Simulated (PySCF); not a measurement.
# H3NO (hydroxylamine) at CCSD(T)/STO-3G

Aim: the energy change on altering one bond length of H3NO (hydroxylamine) at CCSD(T)/STO-3G, from 2 runs. The job is set up through a Python script.

Program for the calculation: PySCF 2.14.0.

9 further runs of the same task are left out: 9 set aside as unsound or not needed.

## Step 1: The molecule

The species is H3NO (5 atoms), meant as a singlet with charge 0. SMILES: `NO`. Geometry: relaxed at GFN2-xTB. This is one conformer, not always the lowest.

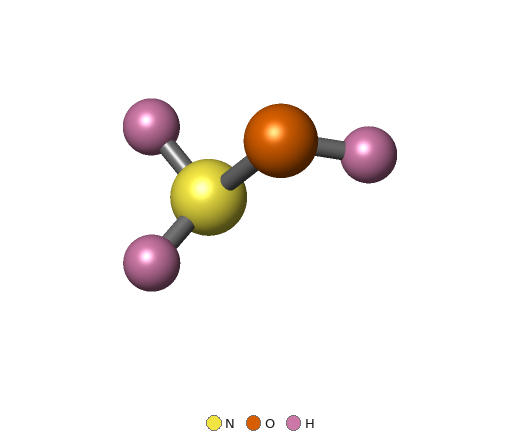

The structure, seen from a chosen angle (nitrogen yellow, oxygen orange, hydrogen pink).

## Step 2: A single-point energy at CCSD(T)/STO-3G

File input.py:

```python
from pyscf import gto, scf, cc

mol = gto.Mole()
mol.atom = '''
N     -0.178910    -0.366440    -0.312920
O      0.371730     0.674250     0.501760
H     -0.161770    -1.206140     0.265260
H     -1.156690    -0.114310    -0.454620
H      1.125640     1.012630     0.000530
'''
mol.max_memory = 1860
mol.verbose = 4
mol.basis = 'sto-3g'
mol.build()

calc0 = scf.RHF(mol)
calc0.conv_tol = 1e-10
calc0.kernel()
if not calc0.converged:
    calc0 = calc0.newton().run(calc0.mo_coeff, calc0.mo_occ)

mycc = cc.CCSD(calc0, frozen=2)
mycc.kernel()
e_t = mycc.ccsd_t()
energy = mycc.e_tot + e_t
print('Final energy', energy)
```

Launch:

```bash
$ OMP_NUM_THREADS=1 python input.py
```

What it wrote:

```text
PySCF version 2.14.0

[INPUT] num. atoms = 5
[INPUT] num. electrons = 18
[INPUT] charge = 0
[INPUT] spin (= nelec alpha-beta = 2S) = 0
[INPUT] symmetry False subgroup None
[INPUT] Mole.unit = angstrom
[INPUT] Symbol           X                Y                Z      unit          X                Y                Z       unit  Magmom
[INPUT]  1 N     -0.178910000000  -0.366440000000  -0.312920000000 AA   -0.338090900946  -0.692471241086  -0.591333098899 Bohr   0.0
[INPUT]  2 O      0.371730000000   0.674250000000   0.501760000000 AA    0.702467892285   1.274147839488   0.948188980262 Bohr   0.0
[INPUT]  3 H     -0.161770000000  -1.206140000000   0.265260000000 AA   -0.305700995171  -2.279274267883   0.501268751802 Bohr   0.0
[INPUT]  4 H     -1.156690000000  -0.114310000000  -0.454620000000 AA   -2.185827311023  -0.216014593299  -0.859107290750 Bohr   0.0
[INPUT]  5 H      1.125640000000   1.012630000000   0.000530000000 AA    2.127151314855   1.913593365518   0.001001554846 Bohr   0.0

nuclear repulsion = 39.3019440603771
number of shells = 9
number of NR pGTOs = 39
number of NR cGTOs = 13
basis = sto-3g
ecp = {}

******** <class 'pyscf.scf.hf.RHF'> ********
method = RHF
initial guess = minao
damping factor = 0
level_shift factor = 0
DIIS = <class 'pyscf.scf.diis.CDIIS'>
diis_start_cycle = 1
diis_space = 8
diis_damp = 0
SCF conv_tol = 1e-10
SCF conv_tol_grad = None
SCF max_cycles = 50
direct_scf = True
direct_scf_tol = 1e-13
Set gradient conv threshold to 1e-05
Initial guess from minao.
init E= -129.252637483142
  HOMO = -0.231426198847607  LUMO = 0.271991089459877  gap/eV = 13.69868
cycle= 1 E= -129.222584267115  delta_E= 0.0301  |g|=  0.3  |ddm|= 2.65
  HOMO = -0.275509539521808  LUMO = 0.591570146622821  gap/eV = 23.59444
cycle= 2 E= -129.258145354466  delta_E= -0.0356  |g|= 0.0627  |ddm|= 0.494
  HOMO = -0.321952428921198  LUMO = 0.545013670873564  gap/eV = 23.59135
cycle= 3 E= -129.259581537715  delta_E= -0.00144  |g|= 0.0169  |ddm|= 0.0864
  HOMO = -0.332856219017602  LUMO = 0.537758565455617  gap/eV = 23.69063
cycle= 4 E= -129.259775422286  delta_E= -0.000194  |g|= 0.00513  |ddm|= 0.0442
  HOMO = -0.33120777542534  LUMO = 0.539354832616646  gap/eV = 23.68922
cycle= 5 E= -129.25979563142  delta_E= -2.02e-05  |g|= 0.00104  |ddm|= 0.0169
  HOMO = -0.331325652847554  LUMO = 0.539326932063246  gap/eV = 23.69166
cycle= 6 E= -129.259796629933  delta_E= -9.99e-07  |g|= 0.000132  |ddm|= 0.00419
  HOMO = -0.331335385888405  LUMO = 0.539333127837795  gap/eV = 23.69210
cycle= 7 E= -129.259796645487  delta_E= -1.56e-08  |g|= 2.15e-05  |ddm|= 0.000457
  HOMO = -0.331333089158374  LUMO = 0.539326406804683  gap/eV = 23.69185
cycle= 8 E= -129.259796645863  delta_E= -3.76e-10  |g|= 3.01e-06  |ddm|= 7.91e-05
  HOMO = -0.331333417365943  LUMO = 0.539326792034853  gap/eV = 23.69187
cycle= 9 E= -129.25979664587  delta_E= -6.22e-12  |g|= 4.45e-07  |ddm|= 8.83e-06
  HOMO = -0.331333273280141  LUMO = 0.539326643073088  gap/eV = 23.69186
Extra cycle  E= -129.25979664587  delta_E= -1.71e-13  |g|= 1.75e-07  |ddm|= 8.22e-07
converged SCF energy = -129.25979664587

******** <class 'pyscf.cc.ccsd.CCSD'> ********
CC2 = 0
CCSD nocc = 7, nmo = 11
frozen orbitals 2
max_cycle = 50
direct = 0
conv_tol = 1e-07
conv_tol_normt = 1e-05
diis_space = 6
diis_start_cycle = 0
diis_start_energy_diff = 1e+09
Init t2, MP2 energy = -129.341446329933  E_corr(MP2) -0.0816496840635058
Init E_corr(CCSD) = -0.0816496840635191
cycle = 1  E_corr(CCSD) = -0.101169282285829  dE = -0.0195195982  norm(t1,t2) = 0.0410287
cycle = 2  E_corr(CCSD) = -0.107220256772209  dE = -0.00605097449  norm(t1,t2) = 0.0154879
cycle = 3  E_corr(CCSD) = -0.110948736614054  dE = -0.00372847984  norm(t1,t2) = 0.0068287
cycle = 4  E_corr(CCSD) = -0.111046389699616  dE = -9.76530856e-05  norm(t1,t2) = 0.00131405
cycle = 5  E_corr(CCSD) = -0.111024595995016  dE = 2.17937046e-05  norm(t1,t2) = 0.000336798
cycle = 6  E_corr(CCSD) = -0.111022323438116  dE = 2.2725569e-06  norm(t1,t2) = 0.000106224
cycle = 7  E_corr(CCSD) = -0.111021936229854  dE = 3.87208262e-07  norm(t1,t2) = 3.31647e-05
cycle = 8  E_corr(CCSD) = -0.111022306459463  dE = -3.70229609e-07  norm(t1,t2) = 9.47933e-06
cycle = 9  E_corr(CCSD) = -0.111022424637899  dE = -1.18178436e-07  norm(t1,t2) = 2.94241e-06
cycle = 10  E_corr(CCSD) = -0.111022391355046  dE = 3.32828522e-08  norm(t1,t2) = 1.0442e-06
CCSD converged
E(CCSD) = -129.3708190372247  E_corr = -0.1110223913550463
CCSD(T) correction = -0.000592356162681445
Final energy -129.37141139338743
```

It took 0.81 s on 1 thread of Arm Neoverse V1, shared host; peak memory 0.1 GiB.

## Step 3: The distorted shape

File job.py:

```python
from pyscf import gto, cc

mol = gto.Mole()
mol.atom = '''
N     -1.535959    -0.975529     0.589301
O     -0.985319     0.065161     1.403981
H     -1.518819    -1.815229     1.167481
H     -2.513739    -0.723399     0.447601
H      1.125640     1.012630     0.000530
'''
mol.max_memory = 1860
mol.verbose = 4
mol.spin = 0
mol.charge = 0
mol.basis = 'sto-3g'
mol.build()

mf = mol.RHF()
mf.conv_tol = 1e-10
mf.kernel()
if not mf.converged:
    mf = mf.newton().run(mf.mo_coeff, mf.mo_occ)

mycc = cc.CCSD(mf, frozen=2)
mycc.kernel()
e_t = mycc.ccsd_t()
e_final = mycc.e_tot + e_t
print('E(%s) = %.9f' % ('CCSD(T)', e_final))
```

Launch:

```bash
$ OMP_NUM_THREADS=1 python job.py
```

What it wrote:

```text
PySCF version 2.14.0

[INPUT] num. atoms = 5
[INPUT] num. electrons = 18
[INPUT] charge = 0
[INPUT] spin (= nelec alpha-beta = 2S) = 0
[INPUT] symmetry False subgroup None
[INPUT] Mole.unit = angstrom
[INPUT] Symbol           X                Y                Z      unit          X                Y                Z       unit  Magmom
[INPUT]  1 N     -1.535959000000  -0.975529000000   0.589301000000 AA   -2.902541848561  -1.843482636571   1.113617494932 Bohr   0.0
[INPUT]  2 O     -0.985319000000   0.065161000000   1.403981000000 AA   -1.861983055330   0.123136444003   2.653139574093 Bohr   0.0
[INPUT]  3 H     -1.518819000000  -1.815229000000   1.167481000000 AA   -2.870151942786  -3.430285663368   2.206219345633 Bohr   0.0
[INPUT]  4 H     -2.513739000000  -0.723399000000   0.447601000000 AA   -4.750278258638  -1.367025988784   0.845843303081 Bohr   0.0
[INPUT]  5 H      1.125640000000   1.012630000000   0.000530000000 AA    2.127151314855   1.913593365518   0.001001554846 Bohr   0.0

nuclear repulsion = 35.5102162814038
number of shells = 9
number of NR pGTOs = 39
number of NR cGTOs = 13
basis = sto-3g
ecp = {}

[... 45 lines left out ...]
converged SCF energy = -128.886303744208
[... 12 lines left out ...]
Init t2, MP2 energy = -129.170433636112  E_corr(MP2) -0.284129891903947
[... 21 lines left out ...]
CCSD converged
[... 2 lines left out ...]
E(CCSD(T)) = -129.250509174
```

It took 0.99 s on 1 thread of Arm Neoverse V1, shared host; peak memory 0.12 GiB.

## Step 4: What came out

Level: CCSD(T)/STO-3G, 2 core orbitals frozen.

| quantity | value |
| --- | --- |
| first shape: total energy | -129.37141 Eh |
| first shape: dipole moment (Hartree–Fock density) | 0.38 D |
| first shape: HOMO energy (Hartree–Fock orbitals) | -9.02 eV |
| first shape: LUMO energy (Hartree–Fock orbitals) | 14.68 eV |
| first shape: HOMO–LUMO gap (Hartree–Fock orbitals) | 23.69 eV |
| first shape: correlation energy (2 core orbitals frozen) | -111.6 mEh |
| first shape: (T) correction | -0.59 mEh |
| first shape: T1 diagnostic | 0.006 |
| distorted shape: total energy | -129.25051 Eh |
| distorted shape: dipole moment (Hartree–Fock density) | 2.13 D |
| distorted shape: HOMO energy (Hartree–Fock orbitals) | -4.61 eV |
| distorted shape: LUMO energy (Hartree–Fock orbitals) | 1.38 eV |
| distorted shape: HOMO–LUMO gap (Hartree–Fock orbitals) | 5.99 eV |
| distorted shape: correlation energy (2 core orbitals frozen) | -364.2 mEh |
| distorted shape: (T) correction | -12.70 mEh |
| distorted shape: T1 diagnostic | 0.021 |
| energy change with the O2–H5 bond stretched from 0.966 to 2.706 Å | 3.290 eV |

What this shows: One bond (distorted shape) is far stretched, which a spin-restricted single reference describes badly; perturbation theory on it can break down and give far too much correlation. With the O2–H5 bond stretched from 0.966 to 2.706 Å the energy rises by 3.29 eV (76 kcal/mol). The first shape isn't relaxed at this level, so the change isn't measured from a minimum. A restricted reference can't describe the breaking bond well at this length. The minimal basis adds a large error of its own. The triples (first shape) make up 0.5 % of the correlation energy. The T1 diagnostic (distorted shape) of 0.021 is above the customary mark for such species, so a single reference may not serve. Mulliken charges (distorted shape) of the mean-field density run from -0.28 on N1 to +0.18 on H4; they depend strongly on the basis. The triples (distorted shape) make up 3.5 % of the correlation energy.
